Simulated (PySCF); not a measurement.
# CH₅AlN: property calculation

The run: property calculation of CH₅AlN, multiplicity 2. Method and program: CCSD/ANO-RCC-VDZ, UHF, sfX2C (PySCF 2.14.0).

The geometry comes from this level: PBE0-D4/def2-TZVP.

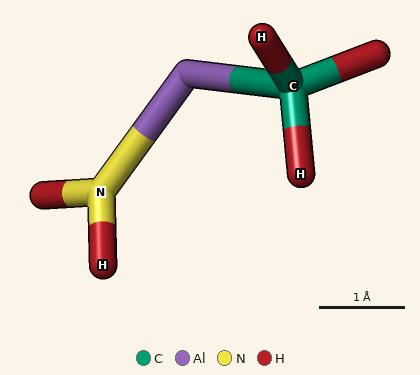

*The input geometry (stick view, seen at a tilt). Sticks mark near contacts.*

Bond lengths as drawn: Al–C 1.97 Å, Al–N 1.78 Å, C–H 1.09 Å and H–N 1.01 Å.

### Key numbers

| quantity | value |
| --- | --- |
| outcome | converged |
| total energy | −337.908760 hartree |
| SCF energy | −337.608388 hartree |
| correlation energy | −0.300372 hartree |
| basis functions | 41 |
| T1 diagnostic | 0.012 |
| ⟨S²⟩ | 0.754 |
| hardware | 1 thread of Arm Neoverse V1, 24 GiB of memory available, shared host |
| wall time | 17 s |
| peak memory | 0.23 GiB |

### The input (input.py)
```python
# [CH3][Al][NH2]
from pyscf import gto, scf, cc

mol = gto.M(
    atom=[
    ('C', (-0.838500, 1.003300, -0.504200)),
    ('Al', (0.721600, 0.482700, 0.579600)),
    ('N', (1.126400, -1.246200, 0.664500)),
    ('H', (-1.441400, 0.124400, -0.753500)),
    ('H', (-0.514500, 1.471900, -1.438600)),
    ('H', (-1.474000, 1.723500, 0.016800)),
    ('H', (1.903200, -1.635200, 1.173800)),
    ('H', (0.609200, -1.981600, 0.205600)),
],
    verbose=3,
    spin=1,
    basis='ano-rcc-vdz',
    max_memory=1860,
)

mf = scf.UHF(mol)
mf = mf.x2c()
mf.conv_tol = 1e-10
mf.kernel()
if not mf.converged:
    mf = mf.newton().run(mf.mo_coeff, mf.mo_occ)

mycc = cc.CCSD(mf)
mycc.kernel()
energy = mycc.e_tot
print(f'total energy: {energy:.8f} hartree')
mf.analyze()
quad = mf.quad_moment()
dm_corr = mycc.make_rdm1(ao_repr=True)
dip_corr = mf.dip_moment(mol, dm_corr)
```

Run as:
```bash
OMP_NUM_THREADS=1 python input.py
```

### What the program printed
```
WARN: HOMO -0.100997814533205 >= LUMO -0.100997814533205

converged SCF energy = -337.608387795071  <S^2> = 0.75377025  2S+1 = 2.0037667
E(UCCSD) = -337.9087598294058  E_corr = -0.3003720343351855
total energy: -337.90875983 hartree
**** MO energy ****
                             alpha | beta                alpha | beta
MO #1   energy= -58.6034325167815  | -58.5990150068753  occ= 1 | 1
MO #2   energy= -15.5252306690034  | -15.5244642569154  occ= 1 | 1
MO #3   energy= -11.2001316059057  | -11.1958698895172  occ= 1 | 1
MO #4   energy= -4.92168988247869  | -4.91375995944842  occ= 1 | 1
MO #5   energy= -3.21800161914263  | -3.20955335636366  occ= 1 | 1
MO #6   energy= -3.21258820555589  | -3.20914389321597  occ= 1 | 1
MO #7   energy= -3.21233590941685  | -3.20314906923544  occ= 1 | 1
MO #8   energy= -1.09983217018291  | -1.09781221131115  occ= 1 | 1
MO #9   energy= -0.924157300223765 | -0.913118568798595 occ= 1 | 1
MO #10  energy= -0.633532036825574 | -0.630093493594507 occ= 1 | 1
MO #11  energy= -0.592681490085824 | -0.573504185573642 occ= 1 | 1
MO #12  energy= -0.543881393854326 | -0.538548767263831 occ= 1 | 1
MO #13  energy= -0.541239409296038 | -0.536344855988923 occ= 1 | 1
MO #14  energy= -0.448492984851373 | -0.416631435622429 occ= 1 | 1
MO #15  energy= -0.390522825896994 | -0.396082040754239 occ= 1 | 1
MO #16  energy= -0.287927961465742 | 0.0472203247801901 occ= 1 | 0
MO #17  energy= 0.0916501701856269 | 0.113635777127815  occ= 0 | 0
MO #18  energy= 0.0952994274223111 | 0.121931299200628  occ= 0 | 0
MO #19  energy= 0.116028224388515  | 0.129503913453959  occ= 0 | 0
MO #20  energy= 0.189391527726093  | 0.193566805276931  occ= 0 | 0
MO #21  energy= 0.217626673493931  | 0.220032740943993  occ= 0 | 0
MO #22  energy= 0.255741203326822  | 0.263587822059938  occ= 0 | 0
MO #23  energy= 0.294686124723983  | 0.308981542560114  occ= 0 | 0
MO #24  energy= 0.304936454682657  | 0.348973262223012  occ= 0 | 0
MO #25  energy= 0.421902870336039  | 0.455082068264828  occ= 0 | 0
MO #26  energy= 0.671971172361631  | 0.676893954694648  occ= 0 | 0
MO #27  energy= 0.7096063512001    | 0.722188156826828  occ= 0 | 0
MO #28  energy= 0.781296158023718  | 0.783424932303967  occ= 0 | 0
MO #29  energy= 0.811312424685909  | 0.815611913108324  occ= 0 | 0
MO #30  energy= 0.868682869359432  | 0.877777465918232  occ= 0 | 0
MO #31  energy= 0.929602953331251  | 0.930324175426193  occ= 0 | 0
MO #32  energy= 0.952466403743198  | 0.960814593327532  occ= 0 | 0
MO #33  energy= 1.00037293266523   | 1.00496709970401   occ= 0 | 0
MO #34  energy= 1.02685970517775   | 1.03436159113691   occ= 0 | 0
MO #35  energy= 1.17564117002469   | 1.17692827615377   occ= 0 | 0
MO #36  energy= 1.22630355428799   | 1.23008781046425   occ= 0 | 0
MO #37  energy= 1.35856076822102   | 1.37143201571299   occ= 0 | 0
MO #38  energy= 1.48851212219354   | 1.49817278234857   occ= 0 | 0
MO #39  energy= 1.50985487274168   | 1.52001060997948   occ= 0 | 0
MO #40  energy= 1.7105160259606    | 1.73196239217154   occ= 0 | 0
MO #41  energy= 2.05933532690416   | 2.06809219853219   occ= 0 | 0

To work with the spin densities directly, `use mulliken_meta_spin()` only printing them here.

 ** Mulliken spin pop alpha/beta on meta-lowdin orthogonal AOs **
 ** Mulliken Spin Density (per atom)  **
spin density of  0 C =      0.09726
spin density of  1 Al =      0.88071
spin density of  2 N =     -0.00623
spin density of  3 H =      0.01545
spin density of  4 H =     -0.00329
spin density of  5 H =     -0.00574
spin density of  6 H =     -0.00138
spin density of  7 H =      0.02323
 ** Mulliken pop alpha/beta on meta-lowdin orthogonal AOs **
 ** Mulliken atomic charges   ( Nelec_alpha | Nelec_beta ) **
charge of  0C =     -0.61273  (     3.35500      3.25774 )
charge of  1Al =      0.62097  (     6.62987      5.74916 )
charge of  2N =     -0.75940  (     3.87658      3.88281 )
charge of  3H =      0.10371  (     0.45587      0.44042 )
charge of  4H =      0.11103  (     0.44284      0.44613 )
charge of  5H =      0.11195  (     0.44115      0.44689 )
charge of  6H =      0.21551  (     0.39155      0.39294 )
charge of  7H =      0.20895  (     0.40714      0.38391 )
Dipole moment(X, Y, Z, Debye):  0.29012, -0.30648,  0.16394
Traceless quadrupole moment (Debye*A):

Dipole moment(X, Y, Z, Debye):  0.20445, -0.71439,  0.04824
```
